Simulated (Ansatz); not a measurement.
## ZrGeSe (space group P4/nmm): energy over volume and axial ratio

ZrGeSe (space group P4/nmm)

Space group P4/nmm, origin choice 1 (No. 129); a = b = 3.683 Å, c = 8.258 Å, α = β = γ = 90.00°

```
atom  site  symmetry       x       y       z
----  ----  --------  ------  ------  ------
Zr      2c       4mm  0.5000  0.0000  0.2631
Ge      2a      -4m2  0.0000  0.0000  0.0000
Se      2c       4mm  0.0000  0.5000  0.3799
```

Grid over V/V₀ and (c/a)/(c/a)₀, subscript 0 meaning the relaxed cell; the conventional c axis lies along z; no internal relaxation.

All values below come from PBEsol (plane waves to 420 eV, PAW, scalar-relativistic; Ansatz, an electronic-structure program). k mesh 13×13×6 (Γ-centred), Fermi-Dirac smearing 0.05 eV. The energy includes the smearing's −TS. As the atoms are clamped, bonds stretch with the cell, which overstates energies and stresses. With partly filled bands, the response to shear is sensitive to the k mesh, so small differences along c/a are uncertain. ZrGeSe is run without spin polarisation. ZrGeSe was relaxed with its symmetry unable to fall. ΔE is measured from the relaxed starting cell.

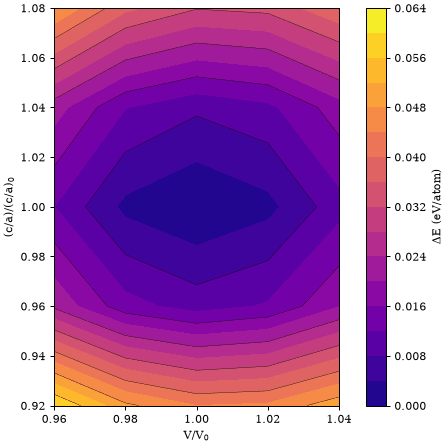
Fig. 1. ΔE (eV/atom) over the 5×5 grid of computed points.

The modulus against c/a change at fixed volume, (3/4V)·∂²E/∂(ln c/a)² (fit, atoms clamped) is 76 GPa, an upper bound as the atoms could relax. Highest place on the grid: V/V₀ = 0.960, (c/a)/(c/a)₀ = 0.920 (60 meV/atom). Lowest place on the grid: V/V₀ = 1.000, (c/a)/(c/a)₀ = 1.000 (0 meV/atom).

Near the relaxed cell σzz − σxx = −2Cδ (compression positive), C being this modulus and δ the logarithm of the ratio.

(Under strain, the slope of the energy per volume gives the stress and its curvature an elastic modulus.)
